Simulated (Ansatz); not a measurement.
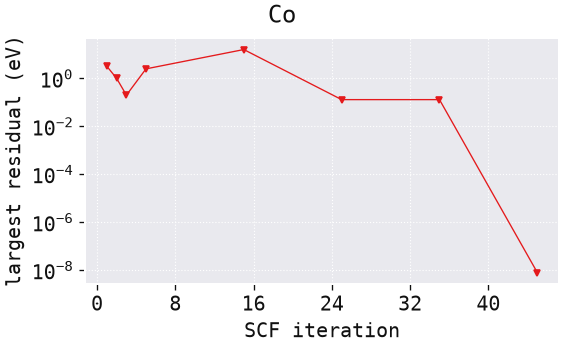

Figure. SCF iterations of a calculation: largest residual. The run: Co (P6_3/mmc, 2 atoms in the cell), by DFT, PBE, norm-conserving potentials, plane waves, scalar-relativistic in Ansatz; cutoff 1306.15 eV, 1×1×1 k-mesh, Fermi–Dirac smearing of 0.1 eV, collinear spins. Setting under test: standard search for lower states. Only some iterations were kept.

The run converged; it took 45 iterations. The residual falls unevenly and jumps up by a factor of two or more twice between kept points. The residual starts near 3 and ends near 8 × 10⁻⁹ eV.
